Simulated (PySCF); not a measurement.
# C2H5NO (Acetaldoxime): levels of theory compared

We compute a comparison of 6 runs (HF/STO-3G, B3LYP/6-31G*, B3LYP/def2-SVP, CAM-B3LYP/def2-SVP, wB97X/def2-SVP, CCSD(T)/def2-SVP) of C2H5NO (Acetaldoxime). 

The calculation is run with PySCF 2.14.0.

2 further runs of the same task are left out: 2 set aside as unsound or not needed.

## Step 1: The system as given

The species is C2H5NO (9 atoms), meant as a singlet with charge 0. SMILES: `C/C=N/O`. Geometry: relaxed at GFN2-xTB. This is one conformer, not always the lowest.

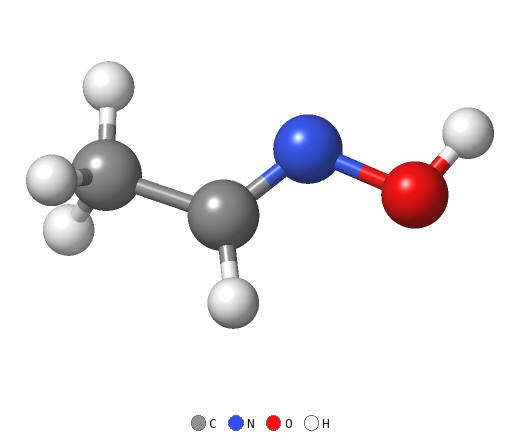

Viewed from a chosen angle; carbon grey, nitrogen blue, oxygen red, hydrogen white.

## Step 2: A single-point energy at HF/STO-3G (run 1)

File calc.py:

```python
from pyscf import gto

mol = gto.M(
    atom=[
    ('C', (-0.999910, 0.591080, 0.691300)),
    ('C', (-0.180670, -0.227120, -0.236240)),
    ('N', (1.076220, -0.144370, -0.206960)),
    ('O', (1.757500, -0.948700, -1.120260)),
    ('H', (-1.610720, -0.060600, 1.314540)),
    ('H', (-0.358960, 1.201220, 1.321310)),
    ('H', (-1.670660, 1.233610, 0.122110)),
    ('H', (-0.703640, -0.887990, -0.929880)),
    ('H', (2.690850, -0.757130, -0.955920)),
],
    spin=0,
    basis='sto-3g',
    verbose=3,
    max_memory=1860,
    charge=0,
)

mf = mol.RHF()
mf.conv_tol = 1e-10
mf.kernel()
if not mf.converged:
    mf = mf.newton().run(mf.mo_coeff, mf.mo_occ)

etot = mf.e_tot
print('E = %.10f Eh' % etot)
```

Started as:

```sh
$ OMP_NUM_THREADS=1 python calc.py
```

The program printed:

```text
converged SCF energy = -205.23621101627
E = -205.2362110163 Eh
```

It took 0.87 s on 1 thread of Intel Xeon at 2.70GHz, shared host; peak memory 0.12 GiB.

## Step 3: A single-point energy at B3LYP/6-31G(d) (spherical functions) (run 2)

File input.py:

```python
from pyscf import gto, dft

mol = gto.M(
    atom='''
C   -0.999910   0.591080   0.691300
C   -0.180670  -0.227120  -0.236240
N    1.076220  -0.144370  -0.206960
O    1.757500  -0.948700  -1.120260
H   -1.610720  -0.060600   1.314540
H   -0.358960   1.201220   1.321310
H   -1.670660   1.233610   0.122110
H   -0.703640  -0.887990  -0.929880
H    2.690850  -0.757130  -0.955920
''',
    verbose=3,
    max_memory=1860,
    charge=0,
    basis='6-31g*',
)

myscf = dft.RKS(mol)
myscf.xc = 'b3lyp'
myscf.grids.level = 5
myscf.conv_tol = 1e-10
myscf.kernel()
if not myscf.converged:
    myscf = myscf.newton().run(myscf.mo_coeff, myscf.mo_occ)

e_final = myscf.e_tot
print('E(%s) = %.9f' % ('B3LYP', e_final))
```

Started as:

```sh
$ OMP_NUM_THREADS=1 python input.py
```

The program printed:

```text
converged SCF energy = -209.124716992679
E(B3LYP) = -209.124716993
```

Wall time 12 s (1 thread of Intel Xeon at 2.70GHz, shared host); peak memory 0.34 GiB.

Runs 3 to 4 aren't shown in full; the table further down has their settings and results.

## Step 4: The energy at wB97X/def2-SVP (run 5)

File job.py:

```python
from pyscf import gto, dft

system = gto.Mole()
system.atom = '''
C     -1.889556     1.116979     1.306368
C     -0.341417    -0.429195    -0.446429
N      2.033761    -0.272820    -0.391098
O      3.321194    -1.792783    -2.116985
H     -3.043820    -0.114517     2.484121
H     -0.678336     2.269977     2.496914
H     -3.157090     2.331185     0.230754
H     -1.329687    -1.678058    -1.757219
H      5.084970    -1.430768    -1.806427
'''
system.basis = 'def2-svp'
system.verbose = 3
system.unit = 'bohr'
system.max_memory = 1860
system.spin = 0
system.build()

mf = dft.RKS(system, xc='wb97x')
mf.conv_tol = 1e-10
mf.grids.level = 5
mf.kernel()
if not mf.converged:
    mf = mf.newton().run(mf.mo_coeff, mf.mo_occ)

e_tot = mf.e_tot
print('E = %.10f Eh' % e_tot)
```

Started as:

```sh
$ OMP_NUM_THREADS=1 python job.py
```

The program printed:

```text
converged SCF energy = -208.918767877785
E = -208.9187678778 Eh
```

It took 19 s on 1 thread of Intel Xeon at 2.70GHz, shared host; peak memory 0.4 GiB.

## Step 5: The energy at CCSD(T)/def2-SVP (run 6)

File job.py:

```python
from pyscf import gto, cc

mol = gto.Mole()
mol.atom = '''
C     -0.999910     0.591080     0.691300
C     -0.180670    -0.227120    -0.236240
N      1.076220    -0.144370    -0.206960
O      1.757500    -0.948700    -1.120260
H     -1.610720    -0.060600     1.314540
H     -0.358960     1.201220     1.321310
H     -1.670660     1.233610     0.122110
H     -0.703640    -0.887990    -0.929880
H      2.690850    -0.757130    -0.955920
'''
mol.verbose = 3
mol.max_memory = 1860
mol.charge = 0
mol.basis = 'def2-svp'
mol.spin = 0
mol.build()

mf = mol.RHF()
mf.conv_tol = 1e-10
mf.kernel()
if not mf.converged:
    mf = mf.newton().run(mf.mo_coeff, mf.mo_occ)

mycc = cc.CCSD(mf, frozen=4)
mycc.kernel()
e_t = mycc.ccsd_t()
e_final = mycc.e_tot + e_t
print(f'total energy: {e_final:.8f} hartree')
```

Started as:

```sh
$ OMP_NUM_THREADS=1 python job.py
```

The program printed:

```text
converged SCF energy = -207.727147551907
E(CCSD) = -208.391090376013  E_corr = -0.6639428241054726
CCSD(T) correction = -0.0209144290539272
total energy: -208.41200481 hartree
```

It took 17 s on 1 thread of Intel Xeon at 2.70GHz, shared host; peak memory 0.4 GiB.

## Step 6: The series

| run | level | integration grid | frozen core orbitals | energy (Eh) | dipole moment (D) of the reference | HOMO energy (eV) | LUMO energy (eV) | wall time |
| --- | --- | --- | --- | --- | --- | --- | --- | --- |
| 1 | HF/STO-3G | – | – | -205.236211 | 0.33 | -8.54 | 8.35 | 0.87 s |
| 2 | B3LYP/6-31G* (spherical functions) | 5 | – | -209.124717 | 0.54 | -6.80 | 0.48 | 12 s |
| 3 | B3LYP/def2-SVP | 5 | – | -208.976525 | 0.50 | -6.96 | 0.26 | 16 s |
| 4 | CAM-B3LYP/def2-SVP | 5 | – | -208.877054 | 0.56 | -8.60 | 1.76 | 20 s |
| 5 | wB97X/def2-SVP | 5 | – | -208.918768 | 0.60 | -9.65 | 2.83 | 19 s |
| 6 | CCSD(T)/def2-SVP | – | 4 | -208.412005 | 0.97 | -10.59 | 4.74 | 17 s |

## Step 7: What came out

```
                                          quantity          value
                               run 6: total energy  -208.41200 Eh
       run 6: dipole moment (Hartree–Fock density)         0.97 D
        run 6: HOMO energy (Hartree–Fock orbitals)      -10.59 eV
        run 6: LUMO energy (Hartree–Fock orbitals)        4.74 eV
      run 6: HOMO–LUMO gap (Hartree–Fock orbitals)       15.33 eV
run 6: correlation energy (4 core orbitals frozen)     -684.9 mEh
                             run 6: (T) correction     -20.91 mEh
                              run 6: T1 diagnostic          0.013
```

Over runs 1, 2, 3, 4, 5 the dipole moment (its size) runs from 0.33 D (HF/STO-3G) to 0.60 D (wB97X/def2-SVP). The two ends differ in method and basis. Over runs 1, 2, 3, 4, 5 the HOMO–LUMO gap runs from 7.23 eV (B3LYP/def2-SVP) to 16.89 eV (HF/STO-3G). Totals of different functionals can't be ranked against each other. In run 1 the basis is minimal, so the values are rough. All runs together took 86 s, the longest 20 s.
